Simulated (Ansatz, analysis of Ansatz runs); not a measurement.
# Migration in LaOF (R-3m): F_i by the interstitialcy path, charge 0

Wanted: path and barrier of a jump of F in LaOF (R-3m) at charge 0. The case: F_i by the interstitialcy path, in a cell of 36 host atoms with 1 F put in.

Calculated with Ansatz 0.2.0; plane-wave PAW DFT, PBEsol; nudged elastic band between two relaxed defect structures.

## 1. Set-up

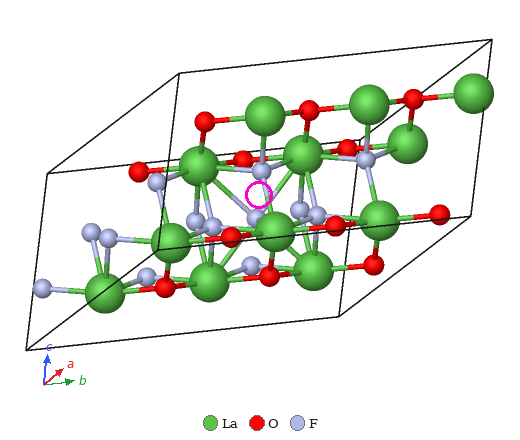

The starting structure, seen from a free direction (lanthanum green, oxygen red, fluorine light blue). A ring marks the middle of the ideal hop wherever no atom is near it.

The cell holds 37 atoms: 12 La, 12 O and 13 F. Its edges and angles: a = 8.026 Å, b = 12.040 Å, c = 7.079 Å, α = 73.5°, β = 73.5°, γ = 60.0°. It derives from LaOF (space group R-3m). Nearest the centre at fractional (0.907, 0.438, 0.556): F37 at 1.22 Å, F11 at 1.22 Å, F24 at 2.30 Å, F30 at 2.30 Å, O27 at 2.39 Å, La26 at 2.48 Å, La20 at 2.48 Å, La7 at 2.50 Å.

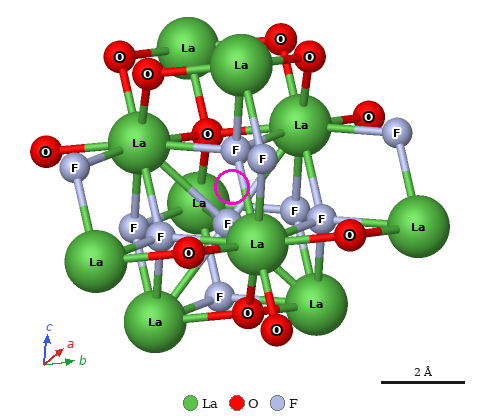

The atoms within 5 Å of the centre. A ring marks the middle of the ideal hop wherever no atom is near it.

The cell's shortest repeat is 7.1 Å.

## 2. Relaxation of the start point, charge 0

A barrier is counted from a minimum, so both ends are relaxed first. Small random displacements break the symmetry of the ideal sites, so that the defect can distort if it gains by it. The cell holds an odd number of electrons, so the run is spin-polarised with the moment held at 1 μB.

q0_M1.start/input.yaml

```yaml
crystal:
  lattice:
    - [-4.01323028, 6.95111875, 0.0]
    - [-12.03969085, 0.0, 0.0]
    - [-2.00661514, 1.15851979, 6.68937332]
  atoms:
    - { symbol: La, position: [0.12912111, 0.08608074, 0.22527337] }
    - { symbol: La, position: [0.37087889, 0.2472526, 0.77472663] }
    - { symbol: O, position: [0.1884472, 0.12563147, 0.86931681] }
    - { symbol: O, position: [0.3115528, 0.20770187, 0.13068319] }
    - { symbol: F, position: [0.06449263, 0.04299509, 0.6130442] }
    - { symbol: F, position: [0.43550737, 0.29033824, 0.3869558] }
    - { symbol: La, position: [0.12912111, 0.41941407, 0.22527337] }
    - { symbol: La, position: [0.37087889, 0.58058593, 0.77472663] }
    - { symbol: O, position: [0.1884472, 0.4589648, 0.86931681] }
    - { symbol: O, position: [0.3115528, 0.5410352, 0.13068319] }
    - { symbol: F, position: [0.06449263, 0.37632842, 0.6130442] }
    - { symbol: F, position: [0.43550737, 0.62367158, 0.3869558] }
    - { symbol: La, position: [0.12912111, 0.7527474, 0.22527337] }
    - { symbol: La, position: [0.37087889, 0.91391926, 0.77472663] }
    - { symbol: O, position: [0.1884472, 0.79229813, 0.86931681] }
    - { symbol: O, position: [0.3115528, 0.87436853, 0.13068319] }
    - { symbol: F, position: [0.06449263, 0.70966176, 0.6130442] }
    - { symbol: F, position: [0.43550737, 0.95700491, 0.3869558] }
    - { symbol: La, position: [0.62912111, 0.08608074, 0.22527337] }
    - { symbol: La, position: [0.87087889, 0.2472526, 0.77472663] }
    - { symbol: O, position: [0.6884472, 0.12563147, 0.86931681] }
    - { symbol: O, position: [0.8115528, 0.20770187, 0.13068319] }
    - { symbol: F, position: [0.56449263, 0.04299509, 0.6130442] }
    - { symbol: F, position: [0.93550737, 0.29033824, 0.3869558] }
    - { symbol: La, position: [0.62912111, 0.41941407, 0.22527337] }
    - { symbol: La, position: [0.87087889, 0.58058593, 0.77472663] }
    - { symbol: O, position: [0.6884472, 0.4589648, 0.86931681] }
    - { symbol: O, position: [0.8115528, 0.5410352, 0.13068319] }
    - { symbol: F, position: [0.56449263, 0.37632842, 0.6130442] }
    - { symbol: F, position: [0.93550737, 0.62367158, 0.3869558] }
    - { symbol: La, position: [0.62912111, 0.7527474, 0.22527337] }
    - { symbol: La, position: [0.87087889, 0.91391926, 0.77472663] }
    - { symbol: O, position: [0.6884472, 0.79229813, 0.86931681] }
    - { symbol: O, position: [0.8115528, 0.87436853, 0.13068319] }
    - { symbol: F, position: [0.56449263, 0.70966176, 0.6130442] }
    - { symbol: F, position: [0.93550737, 0.95700491, 0.3869558] }
    - { symbol: F, position: [0.75, 0.5, 0.5] }
basis:
  ecutwfc: 420
  xc_grid: 2
hamiltonian:
  xc: pbesol
kpoints:
  mp_grid: { grid: [1, 1, 1] }
magnetization:
  spin_polarized: true
  initial_magnetization: 1
  spin_locking: { lock_magnetization: hard }
scf:
  occupations: { method: fixed }
  max_iter: 100
output:
  forces: true
relax:
  f_tol: 0.015
  max_steps: 70
  random_displacement: { amplitude: 0.03, seed: 435 }
```

The run is started by

```sh
ansatz run input.yaml --threads 4 --pin off --max-ram 7536MiB --backend cpu --events-out ev --progress --plain --runs-dir out
```

Numbers of over 12 decimals in the logs are rounded to 6 here.

Log:

```text
[... repeated set-up lines and file paths are left out, and long positions are rounded to six places ...]
The last accepted step is kept in <dir> (removed where the run ends without a failure and the disk answers)
Engine: ansatz 0.2.0, x86_64-unknown-linux-gnu
Pseudopotentials: kind: paw
Pseudopotential: La, paw, valence charge 11, recommended cutoff 420 eV (normal), La.paw.azcp
Pseudopotential: O, paw, valence charge 6, recommended cutoff 420 eV (normal), O.paw.azcp
Pseudopotential: F, paw, valence charge 7, recommended cutoff 420 eV (normal), F.paw.azcp
Functional definition: PBEsol
  exchange = pbesol_x
  correlation = pbesol_c
Crystal: 37 atoms, lattice volume = 559.829 Å³
Basis set: ecut = 420 eV, 10937 PW (Γ), exchange–correlation on 108×162×96 points (8 copies of the dense FFT grid, shifted against one another)
Bands: 185, of which v1, the nominal top of the filled ones, is band 148 counted from 1 (147 counted from 0)
Symmetry: 1 space group operations
k-points: 1
Non-local potential: La, projectors of the file, l = 0: 3, l = 1: 2, l = 2: 2, l = 3: 3
Non-local potential: O, projectors of the file, l = 0: 2, l = 1: 2, l = 2: 1
Non-local potential: F, projectors of the file, l = 0: 2, l = 1: 2, l = 2: 1
PAW form: soft (Blöchl's): semilocal exchange-correlation on the pseudo side does not see the compensation charge
PAW frozen core: La, regenerated for the run's functional, and the local potential with it (the file was generated under x = pbe(κ = 0.804, μ = 0.219515), c = pbe(β = 0.066725))
PAW frozen core: O, regenerated for the run's functional, and the local potential with it (the file was generated under x = pbe(κ = 0.804, μ = 0.219515), c = pbe(β = 0.066725))
PAW frozen core: F, regenerated for the run's functional, and the local potential with it (the file was generated under x = pbe(κ = 0.804, μ = 0.219515), c = pbe(β = 0.066725))
PAW one-centre angular grid: La, 590 points (default); XC on 64 Gauss nodes
PAW one-centre angular grid: O, 110 points (default); XC on 64 Gauss nodes
PAW one-centre angular grid: F, 110 points (default); XC on 64 Gauss nodes
Initial density: superposition of atomic densities (chi_scale 0.1, normalization cell, long waves kept (reshape's long-wave potential 0.56 eV rms))
Starting moments: Σ|m| = 1 μB on 37 of 37 sites
Initial wavefunctions: pseudopotential atomic-orbital guess
Functional: x = pbesol(κ = 0.804, μ = 0.123457), c = pbesol(β = 0.046)
SCF iter   1: F=—  HF=-91290.833309 eV  |F-HF|=—  |Δ(HF+E_count)|=         —  Δρ=3.06e-1 (↑3.06e-1 ↓3.00e-1)  dr2=4.21e3  dr2_m=1.53e-1  M=1.000 μB ∫|m|=1.083 μB  β_m=0.30  ethr=3.10e-3  ⟨swp⟩=4.0  Hψ=1310  notcnv=0  defer=53
preconditioner: auto → Resta (q_TF=auto, 2.452 Å⁻¹)  ε∞=7.2  [insulator: Δε(μ)=0.012 eV  Ē_g=10.402 eV  n_scr=138 (ndim 8)  ℏωp=25.8 eV  f_vac=0.000  ε∞_Penn≈7.2]
spin=Collinear: Resta preconditioning applied to the charge; magnetization (m = ρ↑ − ρ↓) channel mixes plain (no charge-response kernel on spin).
SCF iter   2: F=—  HF=-91220.168529 eV  |F-HF|=—  |Δ(HF+E_count)|=    7.07e1  Δρ=1.05e-1 (↑1.03e-1 ↓1.05e-1)  dr2=2.07e2  dr2_m=5.20e-1  M=1.000 μB ∫|m|=1.059 μB  β_m=0.27  ethr=3.10e-3  ⟨swp⟩=14.5  Hψ=4063  notcnv=0  defer=72
SCF iter   3: F=—  HF=-91180.691195 eV  |F-HF|=—  |Δ(HF+E_count)|=    3.95e1  Δρ=6.61e-2 (↑6.33e-2 ↓6.61e-2)  dr2=1.02e2  dr2_m=5.29e-1  M=1.000 μB ∫|m|=1.069 μB  β_m=0.64  ethr=3.10e-3  ⟨swp⟩=5.5  Hψ=747  notcnv=0  defer=70
SCF iter   4: F=—  HF=-91154.940011 eV  |F-HF|=—  |Δ(HF+E_count)|=    2.58e1  Δρ=5.72e-2 (↑3.29e-2 ↓5.72e-2)  dr2=5.30e1  dr2_m=1.45e0  M=1.000 μB ∫|m|=1.161 μB  β_m=0.55  ethr=3.10e-3  ⟨swp⟩=8.0  Hψ=886  notcnv=0  defer=73
SCF iter   5: F=—  HF=-91145.294173 eV  |F-HF|=—  |Δ(HF+E_count)|=    9.65e0  Δρ=3.05e-2 (↑1.23e-2 ↓3.05e-2)  dr2=8.67e0  dr2_m=1.03e0  M=1.000 μB ∫|m|=1.214 μB  β_m=0.63  ethr=3.10e-3  ⟨swp⟩=6.5  Hψ=796  notcnv=0  defer=69
SCF iter   6: F=—  HF=-91143.907083 eV  |F-HF|=—  |Δ(HF+E_count)|=    1.39e0  Δρ=2.76e-2 (↑1.32e-2 ↓2.76e-2)  dr2=9.02e0  dr2_m=5.28e-1  M=1.000 μB ∫|m|=1.178 μB  β_m=0.53  ethr=2.94e-3  ⟨swp⟩=4.5  Hψ=704  notcnv=0  defer=71
SCF iter   7: F=—  HF=-91143.444230 eV  |F-HF|=—  |Δ(HF+E_count)|=   4.63e-1  Δρ=1.21e-2 (↑4.34e-3 ↓1.21e-2)  dr2=1.30e0  dr2_m=2.11e-1  M=1.000 μB ∫|m|=1.188 μB  β_m=0.59  ethr=2.94e-3  ⟨swp⟩=8.0  Hψ=897  notcnv=0  defer=72
SCF iter   8: F=—  HF=-91143.416339 eV  |F-HF|=—  |Δ(HF+E_count)|=   2.79e-2  Δρ=9.20e-3 (↑3.71e-3 ↓9.20e-3)  dr2=9.22e-1  dr2_m=9.30e-2  M=1.000 μB ∫|m|=1.169 μB  β_m=0.57  ethr=4.39e-4  ⟨swp⟩=5.5  Hψ=679  notcnv=0  defer=72
SCF iter   9: F=—  HF=-91143.362847 eV  |F-HF|=—  |Δ(HF+E_count)|=   5.35e-2  Δρ=4.22e-3 (↑2.28e-3 ↓4.22e-3)  dr2=3.69e-1  dr2_m=1.62e-2  M=1.000 μB ∫|m|=1.155 μB  β_m=0.59  ethr=3.12e-4  ⟨swp⟩=5.5  Hψ=587  notcnv=0  defer=72
SCF iter  10: F=—  HF=-91143.293077 eV  |F-HF|=—  |Δ(HF+E_count)|=   6.98e-2  Δρ=1.88e-3 (↑1.07e-3 ↓1.88e-3)  dr2=8.21e-2  dr2_m=3.86e-3  M=1.000 μB ∫|m|=1.145 μB  β_m=0.62  ethr=1.25e-4  ⟨swp⟩=7.5  Hψ=680  notcnv=0  defer=72
SCF iter  11: F=—  HF=-91143.287081 eV  |F-HF|=—  |Δ(HF+E_count)|=   6.00e-3  Δρ=1.00e-3 (↑4.75e-4 ↓1.00e-3)  dr2=1.80e-2  dr2_m=1.09e-3  M=1.000 μB ∫|m|=1.137 μB  β_m=0.67  ethr=2.78e-5  ⟨swp⟩=6.0  Hψ=616  notcnv=0  defer=73
SCF iter  12: F=—  HF=-91143.286286 eV  |F-HF|=—  |Δ(HF+E_count)|=   7.95e-4  Δρ=8.99e-4 (↑4.65e-4 ↓8.99e-4)  dr2=1.13e-2  dr2_m=4.86e-4  M=1.000 μB ∫|m|=1.137 μB  β_m=0.55  ethr=6.12e-6  ⟨swp⟩=7.0  Hψ=611  notcnv=0  defer=73
SCF iter  13: F=—  HF=-91143.285195 eV  |F-HF|=—  |Δ(HF+E_count)|=   1.09e-3  Δρ=3.69e-4 (↑1.98e-4 ↓3.69e-4)  dr2=1.82e-3  dr2_m=9.79e-5  M=1.000 μB ∫|m|=1.136 μB  β_m=0.49  ethr=3.84e-6  ⟨swp⟩=4.0  Hψ=564  notcnv=0  defer=71
SCF iter  14: F=—  HF=-91143.285739 eV  |F-HF|=—  |Δ(HF+E_count)|=   5.45e-4  Δρ=1.09e-4 (↑8.78e-5 ↓1.09e-4)  dr2=2.96e-4  dr2_m=1.24e-5  M=1.000 μB ∫|m|=1.136 μB  β_m=0.68  ethr=6.17e-7  ⟨swp⟩=2.0  Hψ=649  notcnv=0  defer=71
SCF iter  15: F=—  HF=-91143.285841 eV  |F-HF|=—  |Δ(HF+E_count)|=   1.01e-4  Δρ=5.99e-5 (↑5.14e-5 ↓5.99e-5)  dr2=5.98e-5  dr2_m=2.12e-6  M=1.000 μB ∫|m|=1.136 μB  β_m=0.65  ethr=1.00e-7  ⟨swp⟩=3.0  Hψ=611  notcnv=0  defer=71
SCF iter  16: F=—  HF=-91143.285848 eV  |F-HF|=—  |Δ(HF+E_count)|=   7.37e-6  Δρ=3.63e-5 (↑1.82e-5 ↓3.63e-5)  dr2=1.37e-5  dr2_m=1.43e-6  M=1.000 μB ∫|m|=1.136 μB  β_m=0.66  ethr=2.03e-8  ⟨swp⟩=2.5  Hψ=571  notcnv=0  defer=71
SCF iter  17: F=-91143.285852 eV  HF=-91143.285852 eV  |F-HF|=7.74e-8  |Δ(HF+E_count)|=   4.14e-6  Δρ=1.44e-5 (↑1.23e-5 ↓1.44e-5)  dr2=3.83e-6  dr2_m=6.07e-8  M=1.000 μB ∫|m|=1.136 μB  ethr=1.91e-9  ⟨swp⟩=5.5  Hψ=1191  notcnv=0
[...]
SCF iter   3: F=—  HF=-91144.072447 eV  |F-HF|=—  |Δ(HF+E_count)|=   6.86e-5  Δρ=3.50e-4 (↑1.23e-4 ↓3.50e-4)  dr2=4.56e-4  dr2_m=1.47e-4  M=1.000 μB ∫|m|=1.147 μB  β_m=0.52  ethr=2.94e-7  ⟨swp⟩=2.0  Hψ=549  notcnv=0  defer=62
SCF iter   4: F=—  HF=-91144.072417 eV  |F-HF|=—  |Δ(HF+E_count)|=   2.98e-5  Δρ=3.37e-5 (↑2.35e-5 ↓3.37e-5)  dr2=6.84e-6  dr2_m=6.97e-7  M=1.000 μB ∫|m|=1.147 μB  β_m=0.63  ethr=1.54e-7  ⟨swp⟩=2.0  Hψ=545  notcnv=0  defer=64
SCF iter   5: F=—  HF=-91144.073073 eV  |F-HF|=—  |Δ(HF+E_count)|=   6.55e-4  Δρ=1.73e-5 (↑1.22e-5 ↓1.73e-5)  dr2=3.50e-6  dr2_m=1.29e-7  M=1.000 μB ∫|m|=1.147 μB  β_m=0.61  ethr=2.32e-9  ⟨swp⟩=2.0  Hψ=578  notcnv=0  defer=62
SCF iter   6: F=—  HF=-91144.073072 eV  |F-HF|=—  |Δ(HF+E_count)|=   3.74e-7  Δρ=4.63e-6 (↑2.81e-6 ↓4.63e-6)  dr2=2.05e-7  dr2_m=1.83e-8  M=1.000 μB ∫|m|=1.147 μB  β_m=0.70  ethr=1.19e-9  ⟨swp⟩=2.0  Hψ=567  notcnv=0  defer=62
SCF iter   7: F=—  HF=-91144.073072 eV  |F-HF|=—  |Δ(HF+E_count)|=   4.62e-8  Δρ=2.89e-6 (↑1.96e-6 ↓2.89e-6)  dr2=1.07e-7  dr2_m=5.39e-9  M=1.000 μB ∫|m|=1.147 μB  β_m=0.67  ethr=3.39e-11  ⟨swp⟩=4.0  Hψ=1104  notcnv=0
SCF iter   8: F=-91144.073072 eV  HF=-91144.073072 eV  |F-HF|=2.27e-9  |Δ(HF+E_count)|=  6.11e-10  Δρ=1.04e-6 (↑7.67e-7 ↓1.04e-6)  dr2=1.44e-8  dr2_m=1.02e-9  M=1.000 μB ∫|m|=1.147 μB  ethr=3.39e-11  ⟨swp⟩=4.0  Hψ=945  notcnv=0
SCF 10 converged in 8 iterations: F = -91144.073072 eV  dr2 = 1.44e-8
relax step  10: F+E_penalty+E_count = -91144.07307233 eV  Δ(F+E_penalty+E_count) = -1.218e-4 eV  max|allowed force component| = 1.230e-2 eV/Å  Δτ_max = 0.0173 Å  (8 SCF iters, accepted)
SCF converged after 8 iterations
Stability checked in part: among states of this total moment the steps that led to this state did not find it unstable. No probe was made; neither looks for a lower state of another moment (fixed_total_moment; see scf.lower_state_search)
Magnetization: 1.0000 μB (148.0000 up, 147.0000 down)
Absolute magnetization: 1.1527 μB (∫|ρ↑−ρ↓|, with the PAW one-centre terms)
Spin contamination: 0.0043 ħ² per cell (⟨S²⟩ above its minimum at these occupations)
Per-site moments (μB) at R_I (Å): [(-4.742427617110878e-5, 0.975296), (0.000101395, 0.968198), (0.00103344, 0.975296), [... 34 left out ...]
Free energy (F): -91144.073072 eV
Harris-Foulkes:  -91144.073072 eV  (|F-HF|=2.27e-9)
Internal energy: -91144.073072 eV  (E = F + TS)
E sigma→0 (E₀):  -91144.073072 eV
Fermi energy:    8.408239 (↑ 8.393068, ↓ 8.408239) eV
--- Per-component energies (eV) ---
  E_band       = -431.986559
  E_kinetic    = 7101.546752
  E_local      = -14801.741988  (includes V_loc(G=0)·N_el)
  E_nonlocal   = 2715.898405
  E_hartree    = 5428.455795
  E_xc         = -3573.481354
  E_vxc        = -4229.074214  (∫ρ·V_xc dr)
  E_paw        = -68298.313671  (= ΣΔE_a)
  E_vpaw       = -2075.582409  (= ΣTr[D̂ρ^β])
  E_aug_tail   = 0.055361  (compensation charges beyond the density's cutoff)
  E_ewald      = -19719.501696
  E_core_change = 3.009323  (= ΣΔE_core)
  E_smearing   = -0.000000  (= −TS)
  E_closure    = -0.000000  (closes the sum)
  Σ components = -91144.073072   (vs F -91144.073072, Δ=0.00e0)
--- Forces (eV/Å), atoms counted from 1 ---
  atom   1  La    -0.00262672    -0.00169038     0.00371987
  atom   2  La     0.00136878     0.00442147    -0.00040387
  atom   3  O     -0.00143851    -0.00165659    -0.00224550
  atom   4  O      0.00540344     0.00287028     0.00171656
  atom   5  F     -0.00036364     0.00071740     0.00080175
  atom   6  F     -0.00110592    -0.00162648    -0.00085697
  atom   7  La    -0.00385998     0.00059261    -0.00153086
  atom   8  La    -0.00185360     0.00070104    -0.00075023
  atom   9  O     -0.00043189    -0.00470677     0.00040001
  atom  10  O     -0.00193626    -0.00301765     0.00164111
  atom  11  F     -0.00303788    -0.00257170    -0.00258892
  atom  12  F      0.00090612    -0.00069388     0.00199273
  atom  13  La     0.00414815     0.00025708    -0.00118552
  atom  14  La     0.00228542     0.00161422    -0.00147333
  atom  15  O     -0.00083779    -0.00010108    -0.00260662
  atom  16  O     -0.00001315    -0.00073729    -0.00177475
  atom  17  F      0.00178632    -0.00192459     0.00227710
  atom  18  F      0.00040217    -0.00064879    -0.00061628
  atom  19  La    -0.00112565     0.00172740     0.00296043
  atom  20  La     0.00039979     0.00045106    -0.00146017
  atom  21  O     -0.00002824    -0.00009513    -0.00056906
  atom  22  O     -0.00124630    -0.00099491     0.00146697
  atom  23  F      0.00092108    -0.00055466     0.00068001
  atom  24  F     -0.00059705    -0.00007598     0.00067590
  atom  25  La     0.00410390     0.00464776    -0.01230590
  atom  26  La    -0.00100005     0.00401643    -0.00687250
  atom  27  O      0.00559977    -0.00017712     0.00781741
  atom  28  O     -0.00248801     0.00170136     0.00066436
  atom  29  F     -0.00059358    -0.00201557    -0.00039226
  atom  30  F     -0.00102305     0.00095500     0.00576748
  atom  31  La    -0.00285630     0.00186838     0.00198817
  atom  32  La     0.00081200     0.00240301    -0.00339361
  atom  33  O      0.00048157    -0.00257391    -0.00100613
  atom  34  O      0.00007214    -0.00206346     0.00167914
  atom  35  F      0.00013853     0.00105541    -0.00042432
  atom  36  F     -0.00041456    -0.00015231    -0.00045875
  atom  37  F      0.00003016    -0.00190431     0.00655365
  max |Σ_I F_I| component: 1.13e-4 eV/Å
--- Relaxed structure (10 steps of the walk, 10 accepted, 0 SCFs on fresh bases) ---
  F+E_penalty+E_count = -91144.07307233 eV   max|allowed force component| = 1.230e-2 eV/Å
  atoms:
    - { symbol: La, position: [0.129554, 0.084084, 0.224476] }
    - { symbol: La, position: [0.368799, 0.247943, 0.779615] }
    - { symbol: O, position: [0.185807, 0.125286, 0.871043] }
    - { symbol: O, position: [0.309598, 0.210651, 0.130482] }
    - { symbol: F, position: [0.064440, 0.041442, 0.615664] }
    - { symbol: F, position: [0.436161, 0.289151, 0.387877] }
    - { symbol: La, position: [0.126606, 0.417986, 0.228244] }
    - { symbol: La, position: [0.372003, 0.582912, 0.771420] }
    - { symbol: O, position: [0.182668, 0.462478, 0.871769] }
    - { symbol: O, position: [0.316470, 0.538272, 0.127055] }
    - { symbol: F, position: [0.081176, 0.370169, 0.615768] }
    - { symbol: F, position: [0.417011, 0.631021, 0.383127] }
    - { symbol: La, position: [0.130484, 0.753312, 0.219231] }
    - { symbol: La, position: [0.369995, 0.916717, 0.774386] }
    - { symbol: O, position: [0.189654, 0.790514, 0.868603] }
    - { symbol: O, position: [0.314121, 0.875482, 0.127869] }
    - { symbol: F, position: [0.062916, 0.712126, 0.611419] }
    - { symbol: F, position: [0.435166, 0.959083, 0.383551] }
    - { symbol: La, position: [0.629882, 0.085823, 0.223356] }
    - { symbol: La, position: [0.870683, 0.251496, 0.770846] }
    - { symbol: O, position: [0.692808, 0.124662, 0.869778] }
    - { symbol: O, position: [0.806060, 0.213866, 0.127998] }
    - { symbol: F, position: [0.563759, 0.042764, 0.614900] }
    - { symbol: F, position: [0.946943, 0.277292, 0.385585] }
    - { symbol: La, position: [0.626645, 0.416666, 0.245921] }
    - { symbol: La, position: [0.872673, 0.584497, 0.751943] }
    - { symbol: O, position: [0.693224, 0.462388, 0.876074] }
    - { symbol: O, position: [0.806182, 0.538665, 0.119851] }
    - { symbol: F, position: [0.553078, 0.372292, 0.622566] }
    - { symbol: F, position: [0.947238, 0.629335, 0.376047] }
    - { symbol: La, position: [0.628652, 0.749134, 0.228521] }
    - { symbol: La, position: [0.869239, 0.915188, 0.775646] }
    - { symbol: O, position: [0.693415, 0.786811, 0.870819] }
    - { symbol: O, position: [0.806116, 0.876437, 0.129018] }
    - { symbol: F, position: [0.552984, 0.722621, 0.613281] }
    - { symbol: F, position: [0.935685, 0.958175, 0.383785] }
    - { symbol: F, position: [0.751721, 0.501450, 0.490757] }
```

Elapsed: 1.9 min, on 4 threads of AMD EPYC 7R43, shared host; peak memory 0.99 GiB; 6.3 min of CPU time.

(Part 1 of 4 ends here.)

[Logs are printed without paths, hosts, clocks, repeated set-up lines and the standing remarks that a program may print on its own settings, such as how far it seeks lower states.]

[Hosts, paths, dates, database ids (printed as entryN), source tags and the programs' standing remarks are cut or masked in the printed files.]
